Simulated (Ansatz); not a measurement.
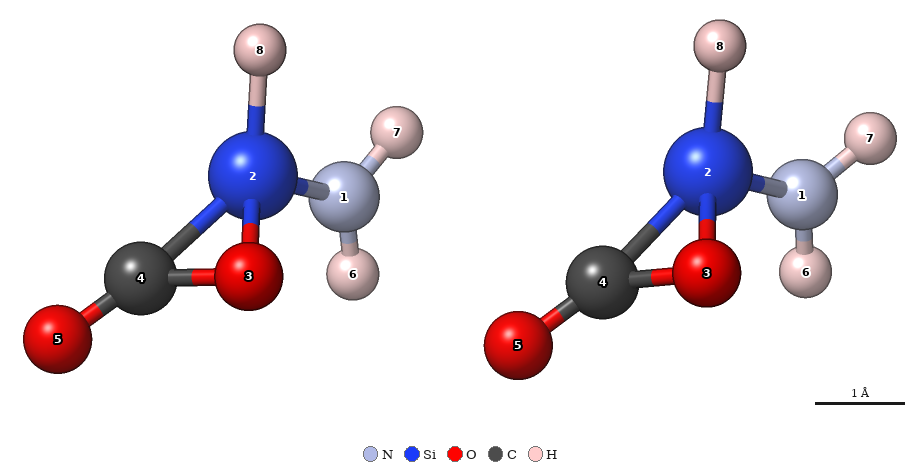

Two geometries of CH3NO2Si, drawn at one scale. One is the start of a relaxation, the other its converged end. The picture is a ball-and-stick view, seen from a free direction.

These are results of RKS PBE0-D4/def2-TZVP in Ansatz 0.2.0, not measurements. (force threshold 0.005 eV/Å; at most 150 steps)

Question: Which geometry has the lower energy?

Answer: The left one is the relaxed one. The start comes from PBE-D4/def2-SVP. The atom that moves furthest after the best rigid fit is H7 (0.19 Å). Largest moves by element: H 0.19 Å, Si 0.09 Å, O 0.08 Å, C 0.07 Å, N 0.06 Å. Among the contacts that change: Si2–O3 1.789 → 1.697 Å, Si2–C4 1.855 → 1.814 Å, N1–Si2 1.707 → 1.678 Å, O3–C4 1.375 → 1.396 Å. Among the angles between lasting bonds that change: Si2–C4–O5 163.2° → 168.9°, O3–Si2–H8 112.7° → 116.7°, Si2–C4–O3 65.3° → 62.2°. The energy falls by 0.116 eV in 9 accepted moves (10 points after the start). The largest force component goes from 1.4 to 0.0048 eV/Å. The line search rejected the trial step at point 4 of the run.
